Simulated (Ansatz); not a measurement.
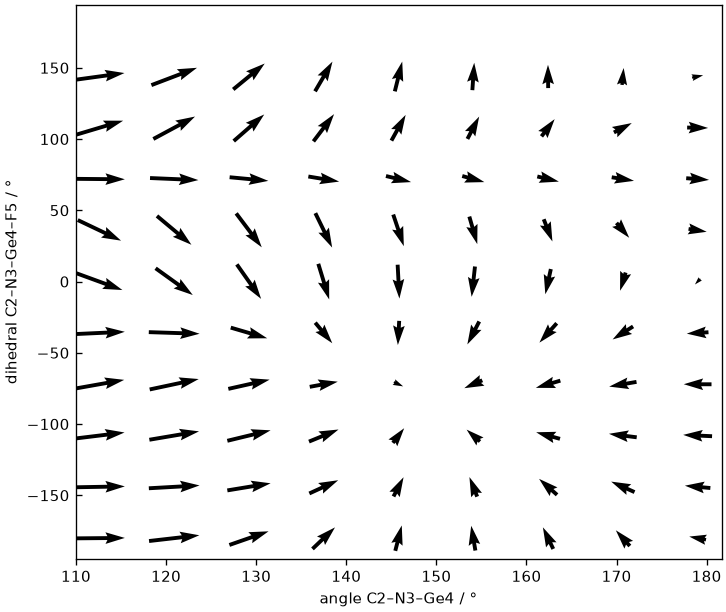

CHFGeNO, SMILES O=C=[N][GeH][F], spin multiplicity 2. The first coordinate is: angle C2–N3–Ge4; the second: dihedral C2–N3–Ge4–F5. Nothing is relaxed (all other coordinates rigid). The scan uses a 9 × 10 grid. Points are written as (first, second). Computed with UKS r2SCAN-D4/def2-SVP in Ansatz.

The picture shows arrows along the force (downhill), their lengths compressed.

Question: The arrows alone are given. Where is the energy lowest?

Answer: The arrows converge at about (148°, −80°) (read from the interpolated surface).

The energy map of the same scan:

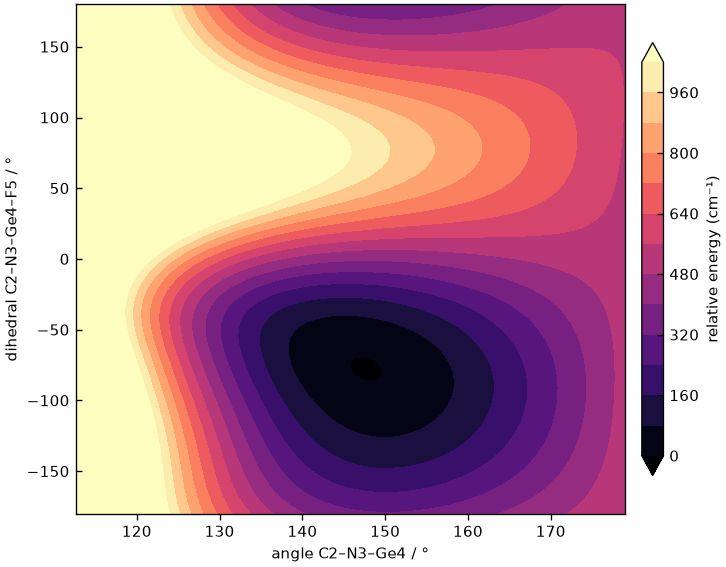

Energies are in cm⁻¹, from the lowest grid point; between grid points the surface is interpolated.
